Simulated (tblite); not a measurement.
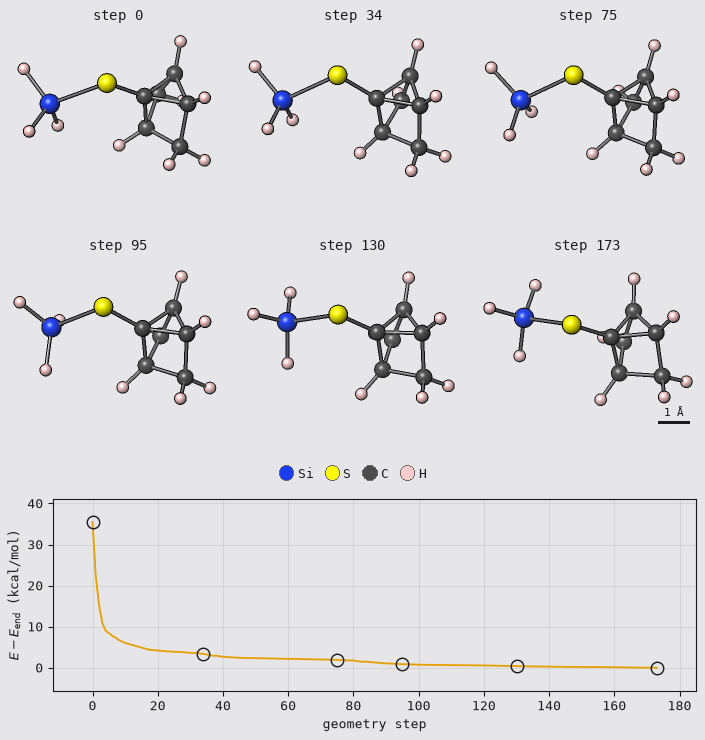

Frames of a relaxation of C$_{6}$H$_{9}$SSi (multiplicity 2), marked on the history of the run. The picture is a ball-and-stick view, seen at a tilt.

All numbers below come from GFN2-xTB geometry optimisation, gas phase in tblite. 

**Describe the path.**

After 173 geometry steps the energy has fallen by 35.4 kcal/mol. The atom that moves furthest after the best rigid fit is an H atom (2.33 Å). Largest moves by element: H 2.33 Å, Si 0.64 Å, C 0.64 Å, S 0.52 Å. Near-neighbour distances that change, for instance: C–C 1.461 → 1.548 Å, C–C 1.496 → 1.571 Å, C–S 1.686 → 1.758 Å, C–C 1.520 → 1.460 Å. Among the angles between lasting bonds that change: C–C–H 109.5° → 125.0°, C–C–C 117.3° → 103.3°, C–C–H 114.5° → 125.9°. Groups turn about S–Si by about 60°, C–S by about 50°. The run took 2.5 s on 1 thread of Arm Neoverse N1 (shared host). From step 0 to 34: an H atom moves most (0.73 Å), energy −32.1 kcal/mol. From step 34 to 75: an H atom moves most (0.51 Å), energy −1.47 kcal/mol. From step 75 to 95: an H atom moves most (0.73 Å), energy −1.04 kcal/mol. From step 95 to 130: an H atom moves most (0.94 Å), energy −0.47 kcal/mol. From step 130 to 173: an H atom moves most (0.42 Å), energy −0.38 kcal/mol.
